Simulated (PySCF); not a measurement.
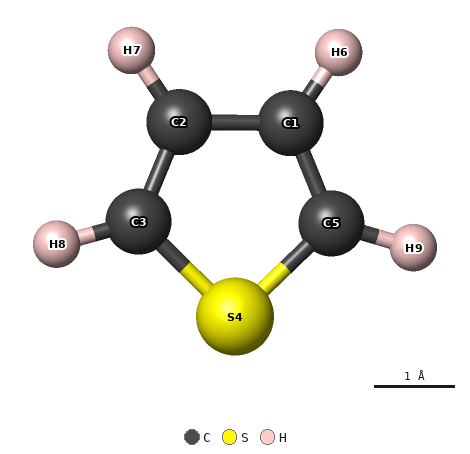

Figure 1. The structure as given in the input (ball-and-stick view, seen at a tilt; atoms are numbered from 1 in the order of the input). Bond lengths as drawn: C–C 1.37 to 1.42 Å, C–H 1.09 Å and C–S 1.72 Å.

**Two runs on C$_{4}$H$_{4}$S**

System: C$_{4}$H$_{4}$S, SMILES c1ccsc1.
Method of the first run: GIAO HF/pcSseg-2 NMR shielding, non-relativistic, gas phase (PySCF 2.14.0).

The geometry comes from this level: PBE0-D3(BJ)/def2-SVP. Text and figures count atoms from 1; the logs count them from 0 in places.

## The input, the first run
```
{"job": {"kind": "nmr", "xc": "HF", "basis": "pcSseg-2", "pop": false}, "charge": 0, "multiplicity": 1}
C      0.854912     0.483970     0.185941
C     -0.528880     0.819311     0.219641
C     -1.330948    -0.233308    -0.136089
S     -0.407972    -1.631331    -0.511481
C      1.068620    -0.814963    -0.194749
H      1.660241     1.175344     0.437821
H     -0.915958     1.799735     0.500647
H     -2.418109    -0.261608    -0.196650
H      2.018105    -1.337144    -0.305064
```

The first line tells a small driver script what to run in PySCF; the rest is the geometry in Å.

Hardware: 1 CPU thread, shared host.

## Output (the first run)
```
final grid: 78072 points
cycle   1  E = -551.3140698338  dE =  1.396e+00  |g| = 3.808e-01  |ddm| = 2.246e+00
cycle   2  E = -551.3661957542  dE = -5.213e-02  |g| = 1.434e-01  |ddm| = 3.798e-01
cycle   3  E = -551.3720899941  dE = -5.894e-03  |g| = 6.272e-02  |ddm| = 2.084e-01
cycle   4  E = -551.3734583329  dE = -1.368e-03  |g| = 1.071e-02  |ddm| = 7.896e-02
cycle   5  E = -551.3735394972  dE = -8.116e-05  |g| = 3.916e-03  |ddm| = 2.349e-02
cycle   6  E = -551.3735595983  dE = -2.010e-05  |g| = 1.523e-03  |ddm| = 1.162e-02
cycle   7  E = -551.3735626911  dE = -3.093e-06  |g| = 6.056e-04  |ddm| = 5.058e-03
cycle   8  E = -551.3735629638  dE = -2.727e-07  |g| = 2.325e-04  |ddm| = 1.280e-03
cycle   9  E = -551.3735630179  dE = -5.410e-08  |g| = 6.352e-05  |ddm| = 7.165e-04
cycle  10  E = -551.3735630214  dE = -3.528e-09  |g| = 2.088e-05  |ddm| = 1.777e-04
cycle  11  E = -551.3735630217  dE = -2.997e-10  |g| = 5.822e-06  |ddm| = 4.584e-05
converged SCF energy = -551.3735630217

GIAO shielding tensors (ppm)
atom      isotropic    diamagn.    paramagn.     s11        s22        s33       span
  0 C       56.869     251.435    -194.566    -44.362     50.107    164.863    209.226
  1 C       56.854     251.432    -194.578    -44.368     50.073    164.855    209.223
  2 C       50.478     255.399    -204.921    -59.379     52.025    158.786    218.165
  3 S      319.950    1055.975    -736.025    167.618    345.573    446.659    279.042
  4 C       50.461     255.392    -204.931    -59.385     51.984    158.783    218.169
  5 H       24.383      31.313      -6.930     21.054     24.130     27.965      6.911
  6 H       24.384      31.313      -6.929     21.054     24.132     27.968      6.915
  7 H       24.104      30.691      -6.587     21.090     24.612     26.611      5.521
  8 H       24.106      30.691      -6.586     21.090     24.614     26.613      5.523
```

The second run used a changed input.

## The two runs side by side

```tsv
quantity	the first run	the second run
outcome	converged	converged
total energy (hartree)	−551.373563	−553.133405
HOMO (eV)	−8.93	−5.96
LUMO (eV)	2.79	−1.43
dipole moment (D)	0.71	0.44
shielding of C1 (ppm)	56.9	46.3
shielding of C2 (ppm)	56.9	46.3
shielding of C3 (ppm)	50.5	46.5
shielding of S4 (ppm)	319.9	233.1
shielding of C5 (ppm)	50.5	46.5
shielding of H6 (ppm)	24.4	23.9
shielding of H7 (ppm)	24.4	23.9
SCF iterations	11	15
basis functions	243	243
wall time (shared host)	16 s	48 s
```

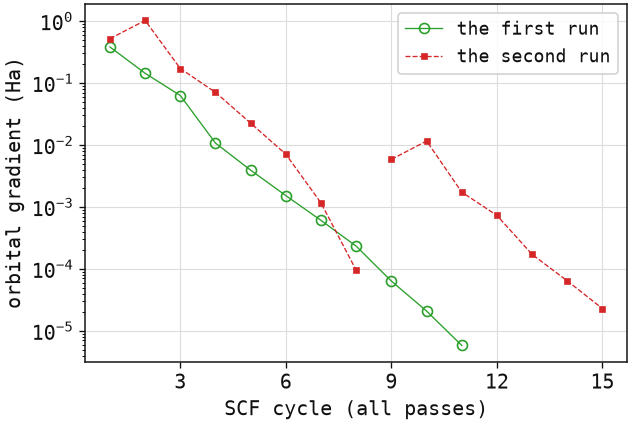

Figure 2. Convergence of the two runs: orbital gradient against the SCF cycle. A break in a curve parts two SCF passes (coarse and final grid). The first run takes 11 cycles in all, and the second run takes 15.

What was changed in the input?

The change (lines with − go, lines with + come):
```diff
-"xc": "HF"
+"xc": "BP86"
```

The total energies belong to different methods, so their difference says nothing on which is more stable or more accurate. The HOMO goes from −8.93 to −5.96 eV. The LUMO goes from 2.79 to −1.43 eV. The dipole moment goes from 0.71 to 0.44 D. Of all shieldings, the largest change is that of S4, by −86.9 ppm. The method changes from HF to BP86. Exact exchange removes part of the self-interaction error of semilocal functionals, which pushes filled and empty levels apart. The SCF takes 15 iterations against 11.

## Output (the second run)
```
coarse grid: 8448 points
cycle   1  E = -553.0512293999  dE =  6.671e-01  |g| = 5.190e-01  |ddm| = 2.260e+00
cycle   2  E = -552.8289650320  dE =  2.223e-01  |g| = 1.021e+00  |ddm| = 1.216e+00
cycle   3  E = -553.1124759080  dE = -2.835e-01  |g| = 1.710e-01  |ddm| = 1.007e+00
cycle   4  E = -553.1206828857  dE = -8.207e-03  |g| = 7.055e-02  |ddm| = 2.048e-01
cycle   5  E = -553.1218624924  dE = -1.180e-03  |g| = 2.243e-02  |ddm| = 5.524e-02
cycle   6  E = -553.1219747281  dE = -1.122e-04  |g| = 7.079e-03  |ddm| = 2.083e-02
cycle   7  E = -553.1219854328  dE = -1.070e-05  |g| = 1.157e-03  |ddm| = 5.391e-03
cycle   8  E = -553.1219857935  dE = -3.606e-07  |g| = 9.489e-05  |ddm| = 9.235e-04
final grid: 78072 points
cycle   9  E = -553.1333965201  dE = -7.313e-05  |g| = 5.836e-03  |ddm| = 4.941e-02
cycle  10  E = -553.1333686017  dE =  2.792e-05  |g| = 1.159e-02  |ddm| = 1.202e-02
cycle  11  E = -553.1334038867  dE = -3.529e-05  |g| = 1.733e-03  |ddm| = 9.668e-03
cycle  12  E = -553.1334047668  dE = -8.801e-07  |g| = 7.288e-04  |ddm| = 2.143e-03
cycle  13  E = -553.1334049150  dE = -1.482e-07  |g| = 1.713e-04  |ddm| = 5.226e-04
cycle  14  E = -553.1334049216  dE = -6.647e-09  |g| = 6.405e-05  |ddm| = 1.729e-04
cycle  15  E = -553.1334049224  dE = -7.842e-10  |g| = 2.289e-05  |ddm| = 5.410e-05
converged SCF energy = -553.1334049224

GIAO shielding tensors (ppm)
atom      isotropic    diamagn.    paramagn.     s11        s22        s33       span
  0 C       46.259     252.178    -205.919    -37.074     31.060    144.791    181.865
  1 C       46.250     252.177    -205.927    -37.067     31.030    144.788    181.855
  2 C       46.497     257.622    -211.126    -42.894     44.950    137.434    180.328
  3 S      233.051    1057.517    -824.467    107.079    226.977    365.095    258.017
  4 C       46.483     257.618    -211.135    -42.895     44.918    137.426    180.321
  5 H       23.922      30.999      -7.077     21.368     23.905     26.494      5.126
  6 H       23.923      31.000      -7.076     21.367     23.907     26.496      5.129
  7 H       23.930      30.351      -6.422     21.357     24.021     26.411      5.055
  8 H       23.931      30.351      -6.420     21.356     24.023     26.413      5.057
```
